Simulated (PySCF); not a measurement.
C3H7BO2Si, SMILES B([SiH2]CC#C)(O)O at its GFN2-xTB optimised geometry (Å):

```
14

C     -2.5487     1.3219    -0.0878
C     -2.0702     0.2944     0.3057
C     -1.4179    -0.9045     0.7582
Si     0.3426    -1.0830    -0.0321
B      1.2710     0.6624     0.0000
O      2.6231     0.6624     0.0000
O      0.6606     1.8777     0.0000
H     -3.0226     2.1971    -0.4199
H     -1.3373    -0.8692     1.8470
H     -2.0373    -1.7647     0.5050
H      0.0862    -1.6116    -1.3877
H      0.9622    -2.1971     0.7047
H      3.0226     1.5360    -0.0009
H     -0.3006     1.8860     0.0048
```

Computed with CAM-B3LYP/def2-TZVP (PySCF 2.14.0). Cells within 0.4 Å of a nucleus heavier than hydrogen are left out (blank, or x).

Map of the electrostatic potential (hartree/e), clipped to [-0.08, 0.12] on the plane z = 0.0 Å:

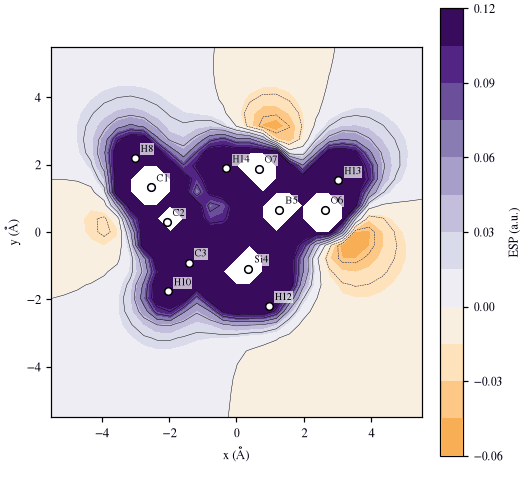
Electrostatic potential (hartree/e), clipped to [-0.08, 0.12] on the plane z = 0.0 Å.
